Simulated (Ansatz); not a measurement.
**B₂+ (doublet): PBE, r2SCAN, PBE0, B3LYP, wB97M-V, B2PLYP, RPA-PBE over vertical gaps between states, cc-pVTZ**

Aim: run B₂+ (doublet) with these functionals over vertical gaps between states, and hold them against the top wave-function level at the same points.

Method: cc-pVTZ, all electrons in the functionals, frozen cores in the correlation of double hybrids and RPA; program: Ansatz 0.2.0, Gaussian basis.

The runs, in order: PBE, r2SCAN, PBE0, B3LYP, wB97M-V, B2PLYP, RPA-PBE, at charge 1, doublet; charge 1, quartet.

9 further runs of the same task are left out: 3 that didn't finish, 6 set aside as unsound or not needed.

### 1 The geometry

The geometry is a PBE0/def2-TZVP stationary point (not a proven minimum).

2 atoms, charge 1, spin multiplicity 2.

Atoms are counted from 1 here; the program's logs count them from 0.

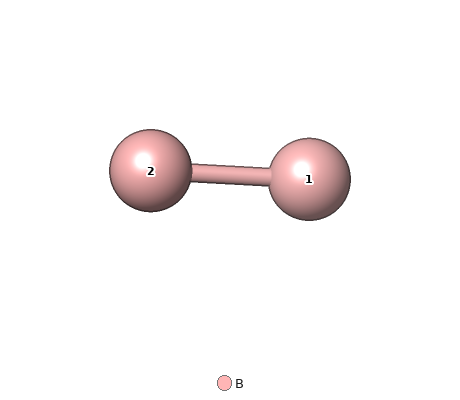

The geometry (boron pink); atoms are numbered from 1 in the order of the file.

No dispersion term is added; wB97M-V holds VV10 nonlocal correlation. B3LYP takes the VWN-RPA correlation.

The geometry shown and the zero of energy belong to the point charge 1, doublet. The yardstick, FCI, and other wave-function levels (R restricted, U unrestricted, valence and pair active spaces) come from earlier runs.

### 2 PBE, charge 1, doublet

Contents of in.yaml:

```yaml
crystal:
  periodic: [false, false, false]
  atoms:
    - {symbol: B, position_ang: [0.000000, 0.000000, 0.000000]}
    - {symbol: B, position_ang: [0.000000, 0.000000, 1.704200]}
basis:
  gaussian: {orbitals: cc-pVTZ}
total_charge: 1
magnetization: {spin_polarized: true, initial_magnetization: 1}
hamiltonian: {xc: {name: PBE}}
output: {orbitals: {seedname: orbitals}}
```

Run with:

```sh
ansatz run in.yaml --threads 1 --pin off --events-out ev --progress --plain --max-ram 2393MiB
```

Standard output:

```text
Functional definition: PBE
  name "PBE"
  cite "Perdew, Burke & Ernzerhof, Phys. Rev. Lett. 77, 3865 (1996) doi:10.1103/PhysRevLett.77.3865"
  parent pbe
  parameter kappa = 0.804
  parameter beta = 0.06672455060314922
  exchange = pbe_x(kappa = kappa, mu = beta*pi^2/3)
  correlation = pbe_c(beta = beta)
424 factors; their error is unknown
mean field evaluation 1: about -1332.0186 eV, gradient 1.1e1 eV
mean field evaluation 2: about -1332.5169 eV, gradient 7.7e0 eV
mean field evaluation 4: about -1333.0516 eV, gradient 8.1e-2 eV
mean field evaluation 8: about -1333.0418 eV, gradient 2.0e-3 eV
mean field evaluation 16: about -1333.1067 eV, gradient 4.3e-1 eV
mean field evaluation 32: about -1333.1793 eV, gradient 3.4e-2 eV
mean field evaluation 64: about -1333.1794 eV, gradient 2.2e-4 eV
mean field evaluation 96: about -1332.4668 eV, gradient 1.4e-1 eV
mean field evaluation 128: about -1332.6605 eV, gradient 1.5e-2 eV
mean field evaluation 160: about -1330.6555 eV, gradient 6.4e0 eV
mean field -1333.17939523 eV, -48.9934391132 hartree, gradient 2.2e-5 eV, S^2 1.272605; 18 other end points of the search recorded, 0 dependent functions left out
reference -1333.17943003 eV, -48.9934403922 hartree; 5, 4 occupied and 55, 56 virtual orbitals, 424 factors
Total energy: -1333.17943003 eV, -48.9934403922 hartree
```

Wall time 10 s (1 thread of Arm Neoverse N1, shared host).

From the report: ⟨S²⟩ of the determinant 1.273 (pure doublet: 0.75). The determinant is far from a pure spin state, so its energy mixes those of several spin states (harmless only where they are near-degenerate, as at dissociation).

### 3 PBE, charge 1, quartet

Changes to in.yaml since step 2:

```diff
@@ -8,3 +8,3 @@
 total_charge: 1
-magnetization: {spin_polarized: true, initial_magnetization: 1}
+magnetization: {spin_polarized: true, initial_magnetization: 3}
 hamiltonian: {xc: {name: PBE}}
```

The command is unchanged.

Standard output:

```text
Functional definition: PBE
  name "PBE"
  cite "Perdew, Burke & Ernzerhof, Phys. Rev. Lett. 77, 3865 (1996) doi:10.1103/PhysRevLett.77.3865"
  parent pbe
  parameter kappa = 0.804
  parameter beta = 0.06672455060314922
  exchange = pbe_x(kappa = kappa, mu = beta*pi^2/3)
  correlation = pbe_c(beta = beta)
424 factors; their error is unknown
mean field evaluation 1: about -1330.6500 eV, gradient 1.5e1 eV
mean field evaluation 2: about -1331.7562 eV, gradient 1.1e1 eV
mean field evaluation 4: about -1332.8177 eV, gradient 1.3e-1 eV
mean field evaluation 8: about -1332.8053 eV, gradient 1.1e-2 eV
mean field evaluation 16: about -1332.8053 eV, gradient 3.9e-5 eV
mean field evaluation 32: about -1332.8052 eV, gradient 1.1e-1 eV
mean field evaluation 64: about -1332.8053 eV, gradient 1.8e-6 eV
mean field -1332.80528885 eV, -48.9796909573 hartree, gradient 1.8e-6 eV, S^2 3.751134; 6 other end points of the search recorded, 0 dependent functions left out
reference -1332.80532687 eV, -48.9796923547 hartree; 6, 3 occupied and 54, 57 virtual orbitals, 424 factors
Total energy: -1332.80532687 eV, -48.9796923547 hartree
```

Run time: 3.4 s. Hardware: 1 thread of Arm Neoverse N1, shared host.

From the report: ⟨S²⟩ of the determinant 3.751 (pure quartet: 3.75).

From charge 1, doublet: +36.1 kJ/mol.

### 4 r2SCAN, charge 1, doublet

Contents of in.yaml:

```yaml
crystal:
  periodic: [false, false, false]
  atoms:
    - {symbol: B, position_ang: [0.000000, 0.000000, 0.000000]}
    - {symbol: B, position_ang: [0.000000, 0.000000, 1.704200]}
basis:
  gaussian: {orbitals: cc-pVTZ}
total_charge: 1
magnetization: {spin_polarized: true, initial_magnetization: 1}
hamiltonian: {xc: {name: r2SCAN}}
```

Launched as before.

Standard output:

```text
Functional definition: r2SCAN
  name "r2SCAN"
  cite "Furness, Kaplan, Ning, Perdew & Sun, J. Phys. Chem. Lett. 11, 8208 (2020) doi:10.1021/acs.jpclett.0c02405"
  cite "Furness, Kaplan, Ning, Perdew & Sun, J. Phys. Chem. Lett. 11, 9248 (2020) doi:10.1021/acs.jpclett.0c03077"
  parent r2scan
  parameter k0 = 0.174
  parameter k1 = 0.065
  parameter a1 = 4.9479
  exchange = r2scan_x(k0 = k0, k1 = k1, a1 = a1)
  correlation = r2scan_c
424 factors; their error is unknown
mean field evaluation 1: about -1333.4260 eV, gradient 9.7e0 eV
mean field evaluation 2: about -1333.8996 eV, gradient 5.6e0 eV
mean field evaluation 4: about -1334.1686 eV, gradient 7.5e-2 eV
mean field evaluation 8: about -1334.1624 eV, gradient 2.1e-2 eV
mean field evaluation 16: about -1334.1624 eV, gradient 1.1e-4 eV
mean field evaluation 32: about -1333.9794 eV, gradient 5.4e0 eV
mean field evaluation 64: about -1334.3125 eV, gradient 1.0e0 eV
mean field evaluation 96: about -1334.1624 eV, gradient 2.8e-5 eV
mean field evaluation 128: about -1334.5708 eV, gradient 9.5e-1 eV
mean field evaluation 160: about -1333.8088 eV, gradient 4.9e0 eV
mean field -1334.65616915 eV, -49.0477095539 hartree, gradient 1.6e-5 eV, S^2 1.482474; 16 other end points of the search recorded, 0 dependent functions left out
reference -1334.65618222 eV, -49.0477100342 hartree; 5, 4 occupied and 55, 56 virtual orbitals, 424 factors
Total energy: -1334.65618222 eV, -49.0477100342 hartree
```

Wall time 26 s (1 thread of Arm Neoverse N1, shared host).

From the report: ⟨S²⟩ of the determinant 1.482 (pure doublet: 0.75). The determinant is far from a pure spin state, so its energy mixes those of several spin states (harmless only where they are near-degenerate, as at dissociation).

### 5 r2SCAN, charge 1, quartet

Changes to in.yaml since step 4:

```diff
@@ -8,3 +8,3 @@
 total_charge: 1
-magnetization: {spin_polarized: true, initial_magnetization: 1}
+magnetization: {spin_polarized: true, initial_magnetization: 3}
 hamiltonian: {xc: {name: r2SCAN}}
```

The command is unchanged.

Standard output:

```text
Functional definition: r2SCAN
  name "r2SCAN"
  cite "Furness, Kaplan, Ning, Perdew & Sun, J. Phys. Chem. Lett. 11, 8208 (2020) doi:10.1021/acs.jpclett.0c02405"
  cite "Furness, Kaplan, Ning, Perdew & Sun, J. Phys. Chem. Lett. 11, 9248 (2020) doi:10.1021/acs.jpclett.0c03077"
  parent r2scan
  parameter k0 = 0.174
  parameter k1 = 0.065
  parameter a1 = 4.9479
  exchange = r2scan_x(k0 = k0, k1 = k1, a1 = a1)
  correlation = r2scan_c
424 factors; their error is unknown
mean field evaluation 1: about -1332.5786 eV, gradient 1.4e1 eV
mean field evaluation 2: about -1333.5734 eV, gradient 7.8e0 eV
mean field evaluation 4: about -1334.0848 eV, gradient 1.4e-1 eV
mean field evaluation 8: about -1334.0790 eV, gradient 9.5e-3 eV
mean field evaluation 16: about -1334.0790 eV, gradient 3.2e-6 eV
mean field evaluation 32: about -1334.4893 eV, gradient 9.1e-5 eV
mean field evaluation 64: about -1333.9301 eV, gradient 4.4e0 eV
mean field -1334.48931845 eV, -49.0415779035 hartree, gradient 2.5e-6 eV, S^2 3.752985; 7 other end points of the search recorded, 0 dependent functions left out
reference -1334.48933218 eV, -49.0415784084 hartree; 6, 3 occupied and 54, 57 virtual orbitals, 424 factors
Total energy: -1334.48933218 eV, -49.0415784084 hartree
```

It took 9.5 s on 1 thread of Arm Neoverse N1, shared host.

From the report: ⟨S²⟩ of the determinant 3.753 (pure quartet: 3.75).

From charge 1, doublet: +16.1 kJ/mol.

### 6 PBE0, charge 1, doublet

Changes to in.yaml since step 5:

```diff
@@ -8,3 +8,4 @@
 total_charge: 1
-magnetization: {spin_polarized: true, initial_magnetization: 3}
-hamiltonian: {xc: {name: r2SCAN}}
+magnetization: {spin_polarized: true, initial_magnetization: 1}
+hamiltonian: {xc: {name: PBE0}}
+output: {orbitals: {seedname: orbitals}}
```

Launched as before.

Standard output:

```text
Functional definition: PBE0
  name "PBE0"
  cite "Adamo & Barone, J. Chem. Phys. 110, 6158 (1999) doi:10.1063/1.478522"
  cite "Perdew, Burke & Ernzerhof, Phys. Rev. Lett. 77, 3865 (1996) doi:10.1103/PhysRevLett.77.3865"
  parent pbe
  parameter a = 0.25
  parameter kappa = 0.804
  parameter beta = 0.06672455060314922
  exchange = (1 - a)*pbe_x(kappa = kappa, mu = beta*pi^2/3) + a*exact_x
  correlation = pbe_c(beta = beta)
424 factors; their error is unknown
mean field evaluation 1: about -1332.6315 eV, gradient 7.8e0 eV
mean field evaluation 2: about -1332.9931 eV, gradient 3.0e0 eV
mean field evaluation 4: about -1333.0610 eV, gradient 3.7e-2 eV
mean field evaluation 8: about -1333.0573 eV, gradient 1.7e-3 eV
mean field evaluation 16: about -1333.0729 eV, gradient 3.3e-1 eV
mean field evaluation 32: about -1332.7781 eV, gradient 4.6e0 eV
mean field evaluation 64: about -1333.4467 eV, gradient 5.1e-4 eV
mean field -1333.44670676 eV, -49.0032626309 hartree, gradient 3.8e-6 eV, S^2 1.440188; 8 other end points of the search recorded, 0 dependent functions left out
reference -1333.44673347 eV, -49.0032636122 hartree; 5, 4 occupied and 55, 56 virtual orbitals, 424 factors
Total energy: -1333.44673347 eV, -49.0032636122 hartree
```

Wall time 5.5 s (1 thread of Arm Neoverse N1, shared host).

From the report: ⟨S²⟩ of the determinant 1.440 (pure doublet: 0.75). The determinant is far from a pure spin state, so its energy mixes those of several spin states (harmless only where they are near-degenerate, as at dissociation).

### 7 PBE0, charge 1, quartet

Changes to in.yaml since step 6:

```diff
@@ -8,3 +8,3 @@
 total_charge: 1
-magnetization: {spin_polarized: true, initial_magnetization: 1}
+magnetization: {spin_polarized: true, initial_magnetization: 3}
 hamiltonian: {xc: {name: PBE0}}
```

The command is unchanged.

Standard output:

```text
Functional definition: PBE0
  name "PBE0"
  cite "Adamo & Barone, J. Chem. Phys. 110, 6158 (1999) doi:10.1063/1.478522"
  cite "Perdew, Burke & Ernzerhof, Phys. Rev. Lett. 77, 3865 (1996) doi:10.1103/PhysRevLett.77.3865"
  parent pbe
  parameter a = 0.25
  parameter kappa = 0.804
  parameter beta = 0.06672455060314922
  exchange = (1 - a)*pbe_x(kappa = kappa, mu = beta*pi^2/3) + a*exact_x
  correlation = pbe_c(beta = beta)
424 factors; their error is unknown
mean field evaluation 1: about -1331.6250 eV, gradient 1.2e1 eV
mean field evaluation 2: about -1332.4273 eV, gradient 5.0e0 eV
mean field evaluation 4: about -1332.6203 eV, gradient 1.1e-1 eV
mean field evaluation 8: about -1332.6227 eV, gradient 7.7e-3 eV
mean field evaluation 16: about -1332.6796 eV, gradient 5.0e-1 eV
mean field evaluation 32: about -1333.1793 eV, gradient 1.8e-5 eV
mean field -1333.17925567 eV, -48.9934339847 hartree, gradient 8.0e-6 eV, S^2 3.751458; 4 other end points of the search recorded, 0 dependent functions left out
reference -1333.17928504 eV, -48.9934350640 hartree; 6, 3 occupied and 54, 57 virtual orbitals, 424 factors
Total energy: -1333.17928504 eV, -48.9934350640 hartree
```

It took 2.8 s on 1 thread of Arm Neoverse N1, shared host.

From the report: ⟨S²⟩ of the determinant 3.751 (pure quartet: 3.75).

From charge 1, doublet: +25.8 kJ/mol.

### 8 B3LYP, charge 1, doublet

Contents of in.yaml:

```yaml
crystal:
  periodic: [false, false, false]
  atoms:
    - {symbol: B, position_ang: [0.000000, 0.000000, 0.000000]}
    - {symbol: B, position_ang: [0.000000, 0.000000, 1.704200]}
basis:
  gaussian: {orbitals: cc-pVTZ}
total_charge: 1
magnetization: {spin_polarized: true, initial_magnetization: 1}
hamiltonian: {xc: {name: B3LYP}}
```

Same command.

Standard output:

```text
Functional definition: B3LYP
  name "B3LYP"
  cite "Stephens, Devlin, Chabalowski & Frisch, J. Phys. Chem. 98, 11623 (1994) doi:10.1021/j100096a001"
  cite "Becke, Phys. Rev. A 38, 3098 (1988) doi:10.1103/PhysRevA.38.3098"
  cite "Lee, Yang & Parr, Phys. Rev. B 37, 785 (1988) doi:10.1103/PhysRevB.37.785"
  cite "Vosko, Wilk & Nusair, Can. J. Phys. 58, 1200 (1980) doi:10.1139/p80-159"
  parameter a0 = 0.2
  parameter ax = 0.72
  parameter ac = 0.81
  exchange = (1 - a0 - ax)*slater_x + ax*b88_x + a0*exact_x
  correlation = (1 - ac)*vwn_rpa_c + ac*lyp_c
424 factors; their error is unknown
mean field evaluation 1: about -1334.8070 eV, gradient 8.8e0 eV
mean field evaluation 2: about -1335.2540 eV, gradient 4.0e0 eV
mean field evaluation 4: about -1335.3753 eV, gradient 4.0e-2 eV
mean field evaluation 8: about -1335.3710 eV, gradient 1.6e-3 eV
mean field evaluation 16: about -1335.5564 eV, gradient 1.3e0 eV
mean field evaluation 32: about -1335.3753 eV, gradient 6.4e-2 eV
mean field evaluation 64: about -1334.8070 eV, gradient 8.8e0 eV
mean field evaluation 96: about -1335.2893 eV, gradient 5.0e-1 eV
mean field -1335.62940075 eV, -49.0834751555 hartree, gradient 9.6e-6 eV, S^2 1.361709; 8 other end points of the search recorded, 0 dependent functions left out
reference -1335.62958648 eV, -49.0834819808 hartree; 5, 4 occupied and 55, 56 virtual orbitals, 424 factors
Total energy: -1335.62958648 eV, -49.0834819808 hartree
```

Wall time 8 s (1 thread of Arm Neoverse N1, shared host).

From the report: ⟨S²⟩ of the determinant 1.362 (pure doublet: 0.75). The determinant is far from a pure spin state, so its energy mixes those of several spin states (harmless only where they are near-degenerate, as at dissociation).

### 9 B3LYP, charge 1, quartet

Changes to in.yaml since step 8:

```diff
@@ -8,3 +8,3 @@
 total_charge: 1
-magnetization: {spin_polarized: true, initial_magnetization: 1}
+magnetization: {spin_polarized: true, initial_magnetization: 3}
 hamiltonian: {xc: {name: B3LYP}}
```

Launched as before.

Standard output:

```text
Functional definition: B3LYP
  name "B3LYP"
  cite "Stephens, Devlin, Chabalowski & Frisch, J. Phys. Chem. 98, 11623 (1994) doi:10.1021/j100096a001"
  cite "Becke, Phys. Rev. A 38, 3098 (1988) doi:10.1103/PhysRevA.38.3098"
  cite "Lee, Yang & Parr, Phys. Rev. B 37, 785 (1988) doi:10.1103/PhysRevB.37.785"
  cite "Vosko, Wilk & Nusair, Can. J. Phys. 58, 1200 (1980) doi:10.1139/p80-159"
  parameter a0 = 0.2
  parameter ax = 0.72
  parameter ac = 0.81
  exchange = (1 - a0 - ax)*slater_x + ax*b88_x + a0*exact_x
  correlation = (1 - ac)*vwn_rpa_c + ac*lyp_c
424 factors; their error is unknown
mean field evaluation 1: about -1333.4601 eV, gradient 1.3e1 eV
mean field evaluation 2: about -1334.3129 eV, gradient 6.4e0 eV
mean field evaluation 4: about -1334.6336 eV, gradient 1.0e-1 eV
mean field evaluation 8: about -1334.6346 eV, gradient 6.8e-3 eV
mean field evaluation 16: about -1334.6996 eV, gradient 5.6e-1 eV
mean field evaluation 32: about -1335.2630 eV, gradient 1.3e-5 eV
mean field -1335.26297119 eV, -49.0700091175 hartree, gradient 2.3e-6 eV, S^2 3.751494; 5 other end points of the search recorded, 0 dependent functions left out
reference -1335.26315870 eV, -49.0700160084 hartree; 6, 3 occupied and 54, 57 virtual orbitals, 424 factors
Total energy: -1335.26315870 eV, -49.0700160084 hartree
```

Run time: 3.6 s. Hardware: 1 thread of Arm Neoverse N1, shared host.

From the report: ⟨S²⟩ of the determinant 3.751 (pure quartet: 3.75).

From charge 1, doublet: +35.4 kJ/mol.

### 10 wB97M-V, charge 1, doublet

Changes to in.yaml since step 9:

```diff
@@ -8,3 +8,4 @@
 total_charge: 1
-magnetization: {spin_polarized: true, initial_magnetization: 3}
-hamiltonian: {xc: {name: B3LYP}}
+magnetization: {spin_polarized: true, initial_magnetization: 1}
+hamiltonian: {xc: {name: wB97M-V}}
+output: {orbitals: {seedname: orbitals}}
```

Same command.

Standard output:

```text
Functional definition: wB97M-V
  name "wB97M-V"
  cite "Mardirossian & Head-Gordon, J. Chem. Phys. 144, 214110 (2016) doi:10.1063/1.4952647"
  cite "Becke, J. Chem. Phys. 107, 8554 (1997) doi:10.1063/1.475007"
  cite "Vydrov & Van Voorhis, J. Chem. Phys. 133, 244103 (2010) doi:10.1063/1.3521275"
  # Of w^i u^j: cxij and so on, Table III.
  parameter omega = 0.3/bohr
  parameter cx = 0.15
  parameter cx01 = 1.007
  parameter cx10 = 0.259
  parameter css00 = 0.443
  parameter css04 = -1.437
  parameter css10 = -4.535
  parameter css20 = -3.390
  parameter css43 = 4.278
  parameter cos00 = 1.000
  parameter cos10 = 1.358
  parameter cos20 = 2.924
  parameter cos21 = -8.812
  parameter cos60 = -1.390
  parameter cos61 = 9.142
  parameter b = 6.0
  parameter c = 0.01
  gx(w, u) = 1 - cx + cx01*u + cx10*w
  gss(w, u) = css00 + css04*u^4 + css10*w + css20*w^2 + css43*w^4*u^3
  gos(w, u) = cos00 + cos10*w + (cos20 + cos21*u)*w^2 + (cos60 + cos61*u)*w^6
  exchange = spin_sum(e_x_unif_sr(omega)*gx(b97_w, b97_u_x)) + cx*exact_x_sr(omega) + exact_x_lr(omega)
  correlation = spin_sum(e_c_pw_mod_same_spin*gss(b97_w, b97_u_same))
      + integral(e_c_pw_mod_opposite_spin*gos(b97_w_opposite, b97_u_opposite)) + vv10(b, c)
424 factors; their error is unknown
78 factors; integrals over basis functions are off by at most 1.5e-4 eV
mean field evaluation 1: about -1334.4884 eV, gradient 4.8e0 eV
mean field evaluation 2: about -1334.6384 eV, gradient 9.4e-1 eV
mean field evaluation 4: about -1334.6534 eV, gradient 4.4e-2 eV
mean field evaluation 8: about -1334.6480 eV, gradient 7.7e-4 eV
mean field evaluation 16: about -1334.7083 eV, gradient 5.8e-1 eV
mean field evaluation 32: about -1334.7904 eV, gradient 1.0e-5 eV
mean field evaluation 64: about -1334.6480 eV, gradient 7.2e-5 eV
mean field evaluation 96: about -1334.6480 eV, gradient 9.1e-4 eV
mean field -1334.79044983 eV, -49.0526442778 hartree, gradient 5.0e-6 eV, S^2 1.297696; 9 other end points of the search recorded, 0 dependent functions left out
reference -1334.79048468 eV, -49.0526455586 hartree; 5, 4 occupied and 55, 56 virtual orbitals, 424 factors
Total energy: -1334.79048468 eV, -49.0526455586 hartree
```

Wall time 23 s (1 thread of Arm Neoverse N1, shared host).

From the report: ⟨S²⟩ of the determinant 1.298 (pure doublet: 0.75). The determinant is far from a pure spin state, so its energy mixes those of several spin states (harmless only where they are near-degenerate, as at dissociation).

### 11 wB97M-V, charge 1, quartet

Changes to in.yaml since step 10:

```diff
@@ -8,3 +8,3 @@
 total_charge: 1
-magnetization: {spin_polarized: true, initial_magnetization: 1}
+magnetization: {spin_polarized: true, initial_magnetization: 3}
 hamiltonian: {xc: {name: wB97M-V}}
```

The command is unchanged.

Standard output:

```text
Functional definition: wB97M-V
  name "wB97M-V"
  cite "Mardirossian & Head-Gordon, J. Chem. Phys. 144, 214110 (2016) doi:10.1063/1.4952647"
  cite "Becke, J. Chem. Phys. 107, 8554 (1997) doi:10.1063/1.475007"
  cite "Vydrov & Van Voorhis, J. Chem. Phys. 133, 244103 (2010) doi:10.1063/1.3521275"
  # Of w^i u^j: cxij and so on, Table III.
  parameter omega = 0.3/bohr
  parameter cx = 0.15
  parameter cx01 = 1.007
  parameter cx10 = 0.259
  parameter css00 = 0.443
  parameter css04 = -1.437
  parameter css10 = -4.535
  parameter css20 = -3.390
  parameter css43 = 4.278
  parameter cos00 = 1.000
  parameter cos10 = 1.358
  parameter cos20 = 2.924
  parameter cos21 = -8.812
  parameter cos60 = -1.390
  parameter cos61 = 9.142
  parameter b = 6.0
  parameter c = 0.01
  gx(w, u) = 1 - cx + cx01*u + cx10*w
  gss(w, u) = css00 + css04*u^4 + css10*w + css20*w^2 + css43*w^4*u^3
  gos(w, u) = cos00 + cos10*w + (cos20 + cos21*u)*w^2 + (cos60 + cos61*u)*w^6
  exchange = spin_sum(e_x_unif_sr(omega)*gx(b97_w, b97_u_x)) + cx*exact_x_sr(omega) + exact_x_lr(omega)
  correlation = spin_sum(e_c_pw_mod_same_spin*gss(b97_w, b97_u_same))
      + integral(e_c_pw_mod_opposite_spin*gos(b97_w_opposite, b97_u_opposite)) + vv10(b, c)
424 factors; their error is unknown
78 factors; integrals over basis functions are off by at most 1.5e-4 eV
mean field evaluation 1: about -1333.3848 eV, gradient 8.5e0 eV
mean field evaluation 2: about -1333.7993 eV, gradient 1.7e0 eV
mean field evaluation 4: about -1333.8248 eV, gradient 8.4e-2 eV
mean field evaluation 8: about -1333.8248 eV, gradient 9.0e-4 eV
mean field evaluation 16: about -1333.8884 eV, gradient 5.0e-1 eV
mean field evaluation 32: about -1334.4544 eV, gradient 2.2e-5 eV
mean field -1334.45443083 eV, -49.0402958073 hartree, gradient 7.6e-6 eV, S^2 3.750658; 4 other end points of the search recorded, 0 dependent functions left out
reference -1334.45446503 eV, -49.0402970642 hartree; 6, 3 occupied and 54, 57 virtual orbitals, 424 factors
Total energy: -1334.45446503 eV, -49.0402970642 hartree
```

It took 13 s on 1 thread of Arm Neoverse N1, shared host.

From the report: ⟨S²⟩ of the determinant 3.751 (pure quartet: 3.75).

From charge 1, doublet: +32.4 kJ/mol.

[end of part 1 of 2]
